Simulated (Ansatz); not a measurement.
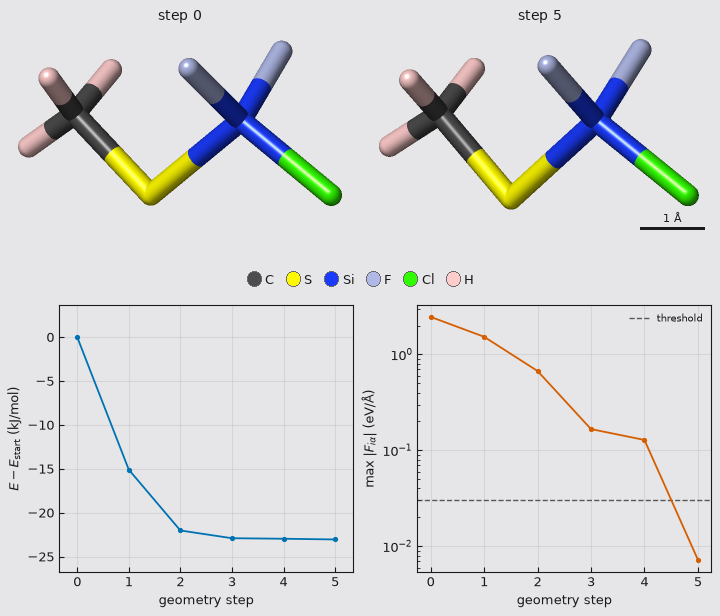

First and last geometry of a relaxation of CH₃ClF₂SSi (coarse preliminary run), with the history of the run. A stick model, seen at a tilt.

The start comes from a force field.

All numbers below come from RKS PBE-D4/def2-SVP in Ansatz.

Input file:
```yaml
crystal:
  periodic: [false, false, false]
  atoms:
    - {symbol: C, position_ang: [-0.024900, -1.648600, 0.038900]}
    - {symbol: S, position_ang: [-0.553200, -0.301900, -1.124800]}
    - {symbol: Si, position_ang: [0.002100, 1.470500, -0.084100]}
    - {symbol: F, position_ang: [-0.677000, 1.528100, 1.320300]}
    - {symbol: F, position_ang: [1.611200, 1.391900, 0.195800]}
    - {symbol: Cl, position_ang: [-0.406600, 3.137600, -1.185700]}
    - {symbol: H, position_ang: [-0.583000, -1.500100, 0.978900]}
    - {symbol: H, position_ang: [-0.287900, -2.557600, -0.414200]}
    - {symbol: H, position_ang: [1.007900, -1.566200, 0.257900]}
basis:
  gaussian: {orbitals: def2-SVP}
hamiltonian: {xc: pbe, dispersion: d4}
relax: {f_tol: 0.03, max_steps: 200}
```

Q: What do the curves and the structures tell?

A: It converged. After 5 geometry steps the energy has fallen by 23.0 kJ/mol. The largest force component goes from 2.5 to 0.0072 eV/Å. C1 moves most after the best rigid fit: 0.079 Å. By element the largest moves are C 0.079 Å, H 0.077 Å, Si 0.073 Å, S 0.062 Å, Cl 0.058 Å, F 0.050 Å. Near-neighbour distances that change, for instance: Si3–F4 1.561 → 1.625 Å, C1–H8 1.049 → 1.106 Å, C1–H9 1.059 → 1.106 Å, S2–Si3 2.129 → 2.107 Å. Among the angles between lasting bonds that change: C1–S2–Si3 102.9° → 97.6°, S2–Si3–F5 107.5° → 111.9°, H8–C1–H9 113.7° → 109.3°.

```tsv
step	E − E(0), kJ/mol	largest force component, eV/Å
0	0.00	2.4610
1	-15.10	1.5270
2	-22.02	0.6714
3	-22.90	0.1665
4	-22.96	0.1283
5	-23.04	0.0072
```
